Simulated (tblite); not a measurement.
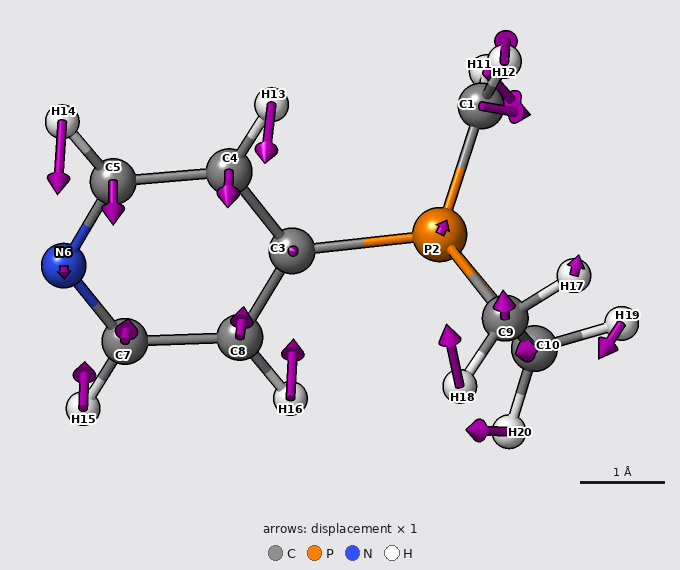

This is a relaxation of C8H10NP. The starting structure is drawn; purple arrows show the displacements, at their true length. The two geometries are superimposed by the best rigid fit.

Style: ball-and-stick. Shown at a tilt.

Theory: GFN2-xTB geometry optimisation, gas phase in tblite. 

### What happened in the run?

Over 147 geometry steps the energy falls by 93.1 kJ/mol. The largest move after the best rigid fit is that of H14, 1.04 Å. Largest moves by element: H 1.04 Å, C 0.78 Å, P 0.20 Å, N 0.17 Å. Some distances before and after: C1–P2 1.621 → 1.721 Å, P2–C3 1.774 → 1.859 Å, C10–H19 1.128 → 1.081 Å, C9–H17 1.113 → 1.081 Å. Among the angles between lasting bonds that change: C1–P2–C3 113.9° → 136.8°, C3–P2–C10 123.1° → 104.4°, H11–C1–H12 124.5° → 109.1°. Groups turn about P2–C3 by about 40°.
